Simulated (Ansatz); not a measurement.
# A defect in a wire: SiC wire along [110], 4 atoms a period, H-terminated, Mn in place of one edge or surface Si, part 3 of 5

Aim: how much does this defect scatter, and at which energies?

Ansatz 0.2.0; DFT PBE, plane waves, PAW; relaxation of a wire's period (the session's first sound run).

So far. Step 2 (Relaxation of atoms and period): The cell's length comes to 3.138 Å with spin left out. Step 3 (Bands of the perfect wire): At the computed energy nearest the Fermi level there are 0 channels a spin; the gap is 4.62 eV.

### 4. Relaxation of the scattering region

This step: DFT PBE, plane waves, PAW; relaxation of a junction in a wire, ends held (Ansatz 0.2.0).

System of this step: SiC wire along [110], 4 atoms a period, H-terminated, Mn in place of one edge or surface Si. The cell holds 90 atoms: 54 H, 17 Si, 18 C and 1 Mn. Cell: a = 11.580 Å, b = 10.749 Å, c = 28.246 Å, α = 90.0°, β = 90.0°, γ = 90.0°. Regions: held atoms, 60 atoms (36 H, 12 Si and 12 C); free atoms, 30 atoms (18 H, 5 Si, 6 C and 1 Mn). Vacuum lies along a and b. The structure's axis is c.

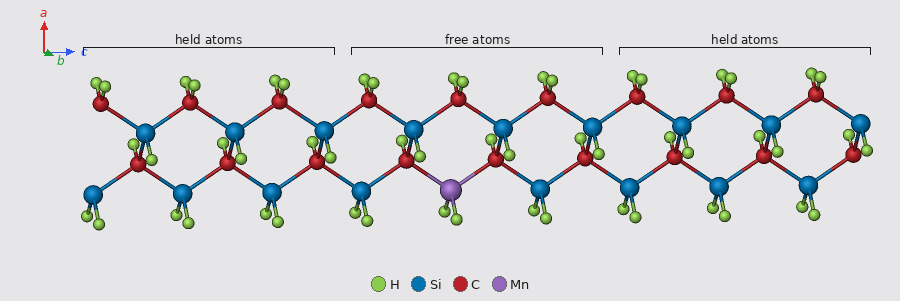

The cell of this step (hydrogen green, silicon blue, carbon red, manganese purple).

30 atoms at the defect are free to relax, while 60 stay where the perfect wire has them, so that the ends still repeat as a lead. The cutoff is set under the files' recommended one to save time.

input.yaml reads:

```yaml
crystal:
  lattice:
    - [11.58, 0.0, 0.0]
    - [0.0, 10.749, 0.0]
    - [0.0, 0.0, 28.246024136]
  atoms:
    - { symbol: H, position: [0.287120246, 0.53706541, 0.0] }
    - { symbol: Si, position: [0.367589594, 0.428076052, 0.0] }
    - { symbol: C, position: [0.65061819, 0.570227072, 0.0] }
    - { symbol: H, position: [0.707816418, 0.652152796, 0.0] }
    - { symbol: H, position: [0.706842532, 0.487419408, 0.0] }
    - { symbol: C, position: [0.458408212, 0.433441899, 0.055555556] }
    - { symbol: H, position: [0.488619038, 0.687049105, 0.055555556] }
    - { symbol: H, position: [0.511971577, 0.348164295, 0.055555556] }
    - { symbol: Si, position: [0.560481325, 0.570918001, 0.055555556] }
    - { symbol: H, position: [0.295578739, 0.312101722, 0.0] }
    - { symbol: H, position: [0.287120246, 0.53706541, 0.111111111] }
    - { symbol: Si, position: [0.367589594, 0.428076052, 0.111111111] }
    - { symbol: C, position: [0.65061819, 0.570227072, 0.111111111] }
    - { symbol: H, position: [0.707816418, 0.652152796, 0.111111111] }
    - { symbol: H, position: [0.706842532, 0.487419408, 0.111111111] }
    - { symbol: C, position: [0.458408212, 0.433441899, 0.166666667] }
    - { symbol: H, position: [0.488619038, 0.687049105, 0.166666667] }
    - { symbol: H, position: [0.511971577, 0.348164295, 0.166666667] }
    - { symbol: Si, position: [0.560481325, 0.570918001, 0.166666667] }
    - { symbol: H, position: [0.295578739, 0.312101722, 0.111111111] }
    - { symbol: H, position: [0.287120246, 0.53706541, 0.222222222] }
    - { symbol: Si, position: [0.367589594, 0.428076052, 0.222222222] }
    - { symbol: C, position: [0.65061819, 0.570227072, 0.222222222] }
    - { symbol: H, position: [0.707816418, 0.652152796, 0.222222222] }
    - { symbol: H, position: [0.706842532, 0.487419408, 0.222222222] }
    - { symbol: C, position: [0.458408212, 0.433441899, 0.277777778] }
    - { symbol: H, position: [0.488619038, 0.687049105, 0.277777778] }
    - { symbol: H, position: [0.511971577, 0.348164295, 0.277777778] }
    - { symbol: Si, position: [0.560481325, 0.570918001, 0.277777778] }
    - { symbol: H, position: [0.295578739, 0.312101722, 0.222222222] }
    - { symbol: H, position: [0.287120246, 0.53706541, 0.333333333] }
    - { symbol: Si, position: [0.367589594, 0.428076052, 0.333333333] }
    - { symbol: C, position: [0.65061819, 0.570227072, 0.333333333] }
    - { symbol: H, position: [0.707816418, 0.652152796, 0.333333333] }
    - { symbol: H, position: [0.706842532, 0.487419408, 0.333333333] }
    - { symbol: C, position: [0.458408212, 0.433441899, 0.388888889] }
    - { symbol: H, position: [0.488619038, 0.687049105, 0.388888889] }
    - { symbol: H, position: [0.511971577, 0.348164295, 0.388888889] }
    - { symbol: Si, position: [0.560481325, 0.570918001, 0.388888889] }
    - { symbol: H, position: [0.295578739, 0.312101722, 0.333333333] }
    - { symbol: H, position: [0.287120246, 0.53706541, 0.444444444] }
    - { symbol: Mn, position: [0.367589594, 0.428076052, 0.444444444], spin: 4.0 }
    - { symbol: C, position: [0.65061819, 0.570227072, 0.444444444] }
    - { symbol: H, position: [0.707816418, 0.652152796, 0.444444444] }
    - { symbol: H, position: [0.706842532, 0.487419408, 0.444444444] }
    - { symbol: C, position: [0.458408212, 0.433441899, 0.5] }
    - { symbol: H, position: [0.488619038, 0.687049105, 0.5] }
    - { symbol: H, position: [0.511971577, 0.348164295, 0.5] }
    - { symbol: Si, position: [0.560481325, 0.570918001, 0.5] }
    - { symbol: H, position: [0.295578739, 0.312101722, 0.444444444] }
    - { symbol: H, position: [0.287120246, 0.53706541, 0.555555556] }
    - { symbol: Si, position: [0.367589594, 0.428076052, 0.555555556] }
    - { symbol: C, position: [0.65061819, 0.570227072, 0.555555556] }
    - { symbol: H, position: [0.707816418, 0.652152796, 0.555555556] }
    - { symbol: H, position: [0.706842532, 0.487419408, 0.555555556] }
    - { symbol: C, position: [0.458408212, 0.433441899, 0.611111111] }
    - { symbol: H, position: [0.488619038, 0.687049105, 0.611111111] }
    - { symbol: H, position: [0.511971577, 0.348164295, 0.611111111] }
    - { symbol: Si, position: [0.560481325, 0.570918001, 0.611111111] }
    - { symbol: H, position: [0.295578739, 0.312101722, 0.555555556] }
    - { symbol: H, position: [0.287120246, 0.53706541, 0.666666667] }
    - { symbol: Si, position: [0.367589594, 0.428076052, 0.666666667] }
    - { symbol: C, position: [0.65061819, 0.570227072, 0.666666667] }
    - { symbol: H, position: [0.707816418, 0.652152796, 0.666666667] }
    - { symbol: H, position: [0.706842532, 0.487419408, 0.666666667] }
    - { symbol: C, position: [0.458408212, 0.433441899, 0.722222222] }
    - { symbol: H, position: [0.488619038, 0.687049105, 0.722222222] }
    - { symbol: H, position: [0.511971577, 0.348164295, 0.722222222] }
    - { symbol: Si, position: [0.560481325, 0.570918001, 0.722222222] }
    - { symbol: H, position: [0.295578739, 0.312101722, 0.666666667] }
    - { symbol: H, position: [0.287120246, 0.53706541, 0.777777778] }
    - { symbol: Si, position: [0.367589594, 0.428076052, 0.777777778] }
    - { symbol: C, position: [0.65061819, 0.570227072, 0.777777778] }
    - { symbol: H, position: [0.707816418, 0.652152796, 0.777777778] }
    - { symbol: H, position: [0.706842532, 0.487419408, 0.777777778] }
    - { symbol: C, position: [0.458408212, 0.433441899, 0.833333333] }
    - { symbol: H, position: [0.488619038, 0.687049105, 0.833333333] }
    - { symbol: H, position: [0.511971577, 0.348164295, 0.833333333] }
    - { symbol: Si, position: [0.560481325, 0.570918001, 0.833333333] }
    - { symbol: H, position: [0.295578739, 0.312101722, 0.777777778] }
    - { symbol: H, position: [0.287120246, 0.53706541, 0.888888889] }
    - { symbol: Si, position: [0.367589594, 0.428076052, 0.888888889] }
    - { symbol: C, position: [0.65061819, 0.570227072, 0.888888889] }
    - { symbol: H, position: [0.707816418, 0.652152796, 0.888888889] }
    - { symbol: H, position: [0.706842532, 0.487419408, 0.888888889] }
    - { symbol: C, position: [0.458408212, 0.433441899, 0.944444444] }
    - { symbol: H, position: [0.488619038, 0.687049105, 0.944444444] }
    - { symbol: H, position: [0.511971577, 0.348164295, 0.944444444] }
    - { symbol: Si, position: [0.560481325, 0.570918001, 0.944444444] }
    - { symbol: H, position: [0.295578739, 0.312101722, 0.888888889] }
magnetization:
  spin_polarized: true
kpoints:
  mp_grid: { grid: [1, 1, 1] }
scf:
  occupations: { method: fermi_dirac, width: 0.1 }
hamiltonian:
  xc: pbe
relax:
  constraints:
    - { sites: [0, 1, 2, 3, 4, 5, 6, 7, 8, 9, 10, 11, 12, 13, 14, 15, 16, 17, 18, 19, 20, 21, 22, 23, 24, 25, 26, 27, 28, 29, 60, 61, 62, 63, 64, 65, 66, 67, 68, 69, 70, 71, 72, 73, 74, 75, 76, 77, 78, 79, 80, 81, 82, 83, 84, 85, 86, 87, 88, 89] }
  f_tol: 0.06
  max_steps: 35
basis:
  ecutwfc: "350 eV"
```

On the command line:

```console
ansatz run input.yaml --threads 4 --pin off --max-ram 16384MiB --backend cpu --events-out ev --progress --plain --runs-dir out
```

Numbers of over 12 decimals in the logs are rounded to 6 here.

The log of the run:

```text
[...]
Warning: crystal.symmetry: narrowed to the stabiliser of the relax constraints — unitary ops 2 → 1; lowered at sites 25, 26, 27, 28, 55, 56, 57, 58 (the operations that carried what is held of a site onto what its image site leaves free; the constrained walk keeps no symmetry that its constraints do not admit)
[...]
Crystal: 90 atoms, lattice volume = 3515.879 Å³
Basis set: ecut = 350 eV, 52301 PW (Γ), exchange–correlation on 144×144×360 points (8 copies of the dense FFT grid, shifted against one another)
Bands: 197, of which v1, the nominal top of the filled ones, is band 105 counted from 1 (104 counted from 0)
Symmetry: 1 space group operations
k-points: 1
[...]
Starting moments: Σ|m| = 4 μB on 1 of 90 sites
[...]
SCF iter   1: F=—  HF=-20140.368123 eV  |F-HF|=—  |Δ(HF+E_count)|=         —  Δρ=3.17e-2 (↑3.17e-2 ↓3.11e-2)  dr2=1.69e2  dr2_m=1.09e0  M=3.000 μB ∫|m|=3.608 μB  β_m=0.30  ethr=3.10e-3  ⟨swp⟩=8.5  Hψ=2216  notcnv=0  defer=89
[...]
spin=Collinear: Resta preconditioning applied to the charge; magnetization (m = ρ↑ − ρ↓) channel mixes plain (no charge-response kernel on spin).
SCF iter   2: F=—  HF=-20098.450302 eV  |F-HF|=—  |Δ(HF+E_count)|=    4.19e1  Δρ=1.88e-2 (↑1.55e-2 ↓1.88e-2)  dr2=3.70e1  dr2_m=1.47e0  M=2.279 μB ∫|m|=3.001 μB  β_m=0.30  ethr=3.10e-3  ⟨swp⟩=3.0  Hψ=824  notcnv=0  defer=160
[...]
spin=Collinear: LDOS preconditioning applied to the charge; magnetization (m = ρ↑ − ρ↓) channel mixes plain (no charge-response kernel on spin).
SCF iter   3: F=—  HF=-20090.085173 eV  |F-HF|=—  |Δ(HF+E_count)|=    8.37e0  Δρ=1.98e-2 (↑8.44e-3 ↓1.98e-2)  dr2=2.28e1  dr2_m=2.74e0  M=1.080 μB ∫|m|=2.384 μB  β_m=0.30  ethr=3.10e-3  ⟨swp⟩=5.0  Hψ=823  notcnv=0  defer=162
[...]
SCF iter  19: F=—  HF=-20087.352475 eV  |F-HF|=—  |Δ(HF+E_count)|=   5.29e-3  Δρ=1.55e-3 (↑8.53e-4 ↓1.55e-3)  dr2=5.11e-2  dr2_m=3.66e-2  M=1.066 μB ∫|m|=1.606 μB  β_m=0.30  ethr=1.22e-6  ⟨swp⟩=2.0  Hψ=378  notcnv=0  defer=160
[...]
spin-set hold released at iteration 19 (site moments' squared step at or under half its running peak, from the soft ceiling on): the magnetisation degrees of freedom join the quasi-Newton model from the next iteration; the mixer history was flushed
SCF iter  20: F=—  HF=-20087.353425 eV  |F-HF|=—  |Δ(HF+E_count)|=   9.50e-4  Δρ=1.30e-3 (↑6.86e-4 ↓1.30e-3)  dr2=3.59e-2  dr2_m=2.60e-2  M=1.055 μB ∫|m|=1.573 μB  β_m=0.49  ethr=1.22e-6  ⟨swp⟩=2.0  Hψ=442  notcnv=0  defer=160
[...]
SCF iter  25: F=-20087.361502 eV  HF=-20087.361507 eV  |F-HF|=4.88e-6  |Δ(HF+E_count)|=   9.43e-6  Δρ=1.62e-5 (↑1.62e-5 ↓1.51e-5)  dr2=2.38e-5  dr2_m=3.26e-6  M=1.017 μB ∫|m|=1.373 μB  ethr=1.03e-8  ⟨swp⟩=3.5  Hψ=865  notcnv=0
SCF 1 converged in 25 iterations: F = -20087.361502 eV  dr2 = 2.38e-5
[...]
relax step   1: F+E_penalty+E_count = -20087.36150176 eV  Δ(F+E_penalty+E_count) = +0.000e0 eV  max|allowed force component| = 8.581e-1 eV/Å  Δτ_max = 0.0000 Å  (25 SCF iters, dr2 threshold 9.00e-5 eV, accepted)
[... from here on, the SCF cycles and remarks between the steps are left out ...]
relax step   2: F+E_penalty+E_count = -20087.42716163 eV  Δ(F+E_penalty+E_count) = -6.566e-2 eV  max|allowed force component| = 3.648e-1 eV/Å  Δτ_max = 0.0571 Å  (8 SCF iters, dr2 threshold 4.60e-5 eV, accepted)
relax step   3: F+E_penalty+E_count = -20087.44193124 eV  Δ(F+E_penalty+E_count) = -1.477e-2 eV  max|allowed force component| = 8.609e-2 eV/Å  Δτ_max = 0.0523 Å  (11 SCF iters, dr2 threshold 8.32e-6 eV, accepted)
relax step   4: F+E_penalty+E_count = -20087.45908188 eV  Δ(F+E_penalty+E_count) = -1.715e-2 eV  max|allowed force component| = 7.909e-1 eV/Å  Δτ_max = 0.0775 Å  (20 SCF iters, accepted)
relax step   5: F+E_penalty+E_count = -20087.52621893 eV  Δ(F+E_penalty+E_count) = -6.714e-2 eV  max|allowed force component| = 4.497e-1 eV/Å  Δτ_max = 0.1143 Å  (9 SCF iters, dr2 threshold 3.91e-5 eV, accepted)
relax step   6: F+E_penalty+E_count = -20087.55234559 eV  Δ(F+E_penalty+E_count) = -2.613e-2 eV  max|allowed force component| = 2.456e-1 eV/Å  Δτ_max = 0.1355 Å  (8 SCF iters, dr2 threshold 6.54e-5 eV, accepted)
relax step   7: F+E_penalty+E_count = -20087.56222812 eV  Δ(F+E_penalty+E_count) = -9.883e-3 eV  max|allowed force component| = 7.198e-2 eV/Å  Δτ_max = 0.0642 Å  (7 SCF iters, dr2 threshold 1.80e-5 eV, accepted)
relax step   8: F+E_penalty+E_count = -20087.56886526 eV  Δ(F+E_penalty+E_count) = -6.637e-3 eV  max|allowed force component| = 1.499e-1 eV/Å  Δτ_max = 0.1563 Å  (10 SCF iters, accepted)
relax step   9: F+E_penalty+E_count = -20087.57787807 eV  Δ(F+E_penalty+E_count) = -9.013e-3 eV  max|allowed force component| = 1.859e-1 eV/Å  Δτ_max = 0.1951 Å  (10 SCF iters, accepted)
relax step  10: F+E_penalty+E_count = -20087.59733451 eV  Δ(F+E_penalty+E_count) = -1.946e-2 eV  max|allowed force component| = 3.242e-1 eV/Å  Δτ_max = 0.1918 Å  (7 SCF iters, dr2 threshold 3.45e-5 eV, accepted)
[...]
atom  12  Si     0.01171535    -0.00173375     0.00150511
  atom  13  C     -0.04764357    -0.01190168    -0.00126835
  atom  14  H      0.02102661     0.03094003     0.00003417
  atom  15  H      0.02136766    -0.02804689    -0.00007141
  atom  16  C     -0.00869849     0.03588481    -0.00387905
  atom  17  H     -0.00403704     0.00783283    -0.00104585
  atom  18  H      0.01953760    -0.02736652    -0.00008181
  atom  19  Si     0.00523192    -0.00445620     0.00486605
  atom  20  H     -0.00683463    -0.00707974    -0.00029217
  atom  21  H     -0.00996509     0.00731842    -0.00204492
  atom  22  Si     0.00362840    -0.00657646     0.00686660
  atom  23  C     -0.03986334    -0.01432972     0.00104537
  atom  24  H      0.02096532     0.03106473     0.00044486
[...]
atom  83  C     -0.04898665    -0.01195736     0.00141292
  atom  84  H      0.02091126     0.03093233    -0.00023321
  atom  85  H      0.02132668    -0.02804678    -0.00005979
  atom  86  C     -0.01498893     0.03553978    -0.00073388
  atom  87  H     -0.00412969     0.00802281    -0.00001421
  atom  88  H      0.01973698    -0.02763452     0.00001344
  atom  89  Si     0.00808604    -0.00515592     0.00006309
  atom  90  H     -0.00701016    -0.00711475    -0.00008700
  max |Σ_I F_I| component: 9.36e-5 eV/Å
--- Relaxed structure (24 steps of the walk, 23 accepted, 0 SCFs on fresh bases) ---
  F+E_penalty+E_count = -20088.06540898 eV   max|allowed force component| = 4.819e-2 eV/Å
  atoms:
    - { symbol: H, position: [0.287120246, 0.53706541, -5.555553979815405e-11] }
    - { symbol: Si, position: [0.367590, 0.428076052, -5.555553979815405e-11] }
    - { symbol: C, position: [0.65061819, 0.570227072, -5.555553979815405e-11] }
    - { symbol: H, position: [0.707816418, 0.652152796, -5.555553979815405e-11] }
    - { symbol: H, position: [0.706842532, 0.487419, -5.555553979815405e-11] }
    - { symbol: C, position: [0.458408, 0.433441899, 0.055556] }
    - { symbol: H, position: [0.488619038, 0.687049105, 0.055556] }
    - { symbol: H, position: [0.511971577, 0.348164295, 0.055556] }
    - { symbol: Si, position: [0.560481325, 0.570918001, 0.055556] }
    - { symbol: H, position: [0.295578739, 0.312101722, -5.555553979815405e-11] }
    - { symbol: H, position: [0.287120246, 0.53706541, 0.111111] }
    - { symbol: Si, position: [0.367590, 0.428076052, 0.111111] }
    - { symbol: C, position: [0.65061819, 0.570227072, 0.111111] }
    - { symbol: H, position: [0.707816418, 0.652152796, 0.111111] }
    - { symbol: H, position: [0.706842532, 0.487419, 0.111111] }
    - { symbol: C, position: [0.458408, 0.433441899, 0.166667] }
    - { symbol: H, position: [0.488619038, 0.687049105, 0.166667] }
    - { symbol: H, position: [0.511971577, 0.348164295, 0.166667] }
    - { symbol: Si, position: [0.560481325, 0.570918001, 0.166667] }
    - { symbol: H, position: [0.295578739, 0.312101722, 0.111111] }
    - { symbol: H, position: [0.287120246, 0.53706541, 0.222222] }
    - { symbol: Si, position: [0.367590, 0.428076052, 0.222222] }
    - { symbol: C, position: [0.65061819, 0.570227072, 0.222222] }
    - { symbol: H, position: [0.707816418, 0.652152796, 0.222222] }
    - { symbol: H, position: [0.706842532, 0.487419, 0.222222] }
    - { symbol: C, position: [0.458408, 0.433441899, 0.277778] }
    - { symbol: H, position: [0.488619038, 0.687049105, 0.277778] }
    - { symbol: H, position: [0.511971577, 0.348164295, 0.277778] }
    - { symbol: Si, position: [0.560481325, 0.570918001, 0.277778] }
    - { symbol: H, position: [0.295578739, 0.312101722, 0.222222] }
    - { symbol: H, position: [0.285734, 0.535989, 0.332551] }
    - { symbol: Si, position: [0.366513, 0.426961, 0.333198] }
    - { symbol: C, position: [0.649676, 0.569308, 0.333570] }
    - { symbol: H, position: [0.706930, 0.651370, 0.334177] }
    - { symbol: H, position: [0.706056, 0.486434, 0.333416] }
    - { symbol: C, position: [0.456935, 0.432690, 0.388677] }
    - { symbol: H, position: [0.490631, 0.685846, 0.390549] }
    - { symbol: H, position: [0.506858, 0.344960, 0.391981] }
    - { symbol: Si, position: [0.560308, 0.567888, 0.389799] }
    - { symbol: H, position: [0.294047, 0.311226, 0.332073] }
[...]
- { symbol: Mn, position: [0.353362, 0.430668, 0.445188] }
    - { symbol: C, position: [0.653515, 0.564614, 0.444373] }
[...]
- { symbol: C, position: [0.462852, 0.429142, 0.499881] }
[...]
- { symbol: Si, position: [0.562982, 0.565730, 0.499764] }
[...]
- { symbol: Si, position: [0.370630, 0.424547, 0.554816] }
    - { symbol: C, position: [0.652732, 0.570558, 0.555696] }
[...]
- { symbol: C, position: [0.459191, 0.433331, 0.611202] }
[...]
- { symbol: Si, position: [0.561349, 0.571103, 0.610843] }
[...]
- { symbol: Si, position: [0.367590, 0.428076052, 0.666667] }
    - { symbol: C, position: [0.65061819, 0.570227072, 0.666667] }
[...]
- { symbol: C, position: [0.458408, 0.433441899, 0.722222] }
[...]
- { symbol: Si, position: [0.560481325, 0.570918001, 0.722222] }
[...]
- { symbol: Si, position: [0.367590, 0.428076052, 0.777778] }
    - { symbol: C, position: [0.65061819, 0.570227072, 0.777778] }
[...]
- { symbol: C, position: [0.458408, 0.433441899, 0.833333] }
[...]
- { symbol: H, position: [0.511971577, 0.348164295, 0.833333] }
    - { symbol: Si, position: [0.560481325, 0.570918001, 0.833333] }
    - { symbol: H, position: [0.295578739, 0.312101722, 0.777778] }
    - { symbol: H, position: [0.287120246, 0.53706541, 0.888889] }
    - { symbol: Si, position: [0.367590, 0.428076052, 0.888889] }
    - { symbol: C, position: [0.65061819, 0.570227072, 0.888889] }
    - { symbol: H, position: [0.707816418, 0.652152796, 0.888889] }
    - { symbol: H, position: [0.706842532, 0.487419, 0.888889] }
    - { symbol: C, position: [0.458408, 0.433441899, 0.944444] }
    - { symbol: H, position: [0.488619038, 0.687049105, 0.944444] }
    - { symbol: H, position: [0.511971577, 0.348164295, 0.944444] }
    - { symbol: Si, position: [0.560481325, 0.570918001, 0.944444] }
    - { symbol: H, position: [0.295578739, 0.312101722, 0.888889] }
[key lines of the parts left out:]
SCF converged after 12 iterations
Magnetization: 3.0770 μB (106.0385 up, 102.9615 down)
Free energy (F): -20088.065409 eV
Fermi energy:    -2.065907 eV
```

Elapsed: 9.8 min, on 4 threads of Arm Neoverse V1, shared host; peak memory 3.4 GiB.

[end of part 3 of 5]

[Logs are printed without paths, hosts, clocks, repeated set-up lines and the standing remarks that a program may print on its own settings, such as how far it seeks lower states.]

[Hosts, paths, dates, database ids (printed as entryN), source tags and the programs' standing remarks are cut or masked in the printed files.]
